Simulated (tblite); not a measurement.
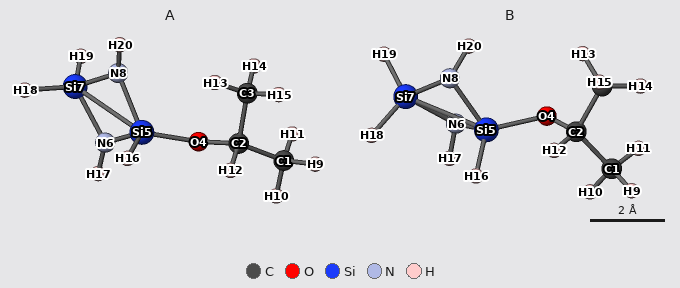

Two geometries of C3H12N2OSi2, drawn at one scale. One is the start of a relaxation, the other its converged end. The picture is a ball-and-stick view, seen at a tilt.

Theory: GFN2-xTB geometry optimisation, gas phase in tblite 0.8.0. 

Which one is relaxed?

Answer. Structure A is the relaxed one. After 234 geometry steps the energy has fallen by 120.6 kJ/mol. The largest move after the best rigid fit is that of H13, 1.52 Å. By element the largest moves are H 1.52 Å, N 0.76 Å, O 0.74 Å, Si 0.53 Å, C 0.46 Å. Near-neighbour distances that change, for instance: Si5–Si7 2.463 → 2.568 Å, O4–Si5 1.698 → 1.606 Å, Si5–N8 1.804 → 1.738 Å, N6–Si7 1.792 → 1.730 Å. Bond angles that change, for instance: Si5–N8–H20 107.4° → 131.6°, Si5–N6–H17 108.7° → 130.8°, Si7–N8–H20 112.7° → 130.1°. Groups turn about C2–O4 by about 55°, C2–C3 by about 50°. The run took 3.8 s on 1 thread of Intel(R) Xeon(R) Processor, with other jobs on the host.
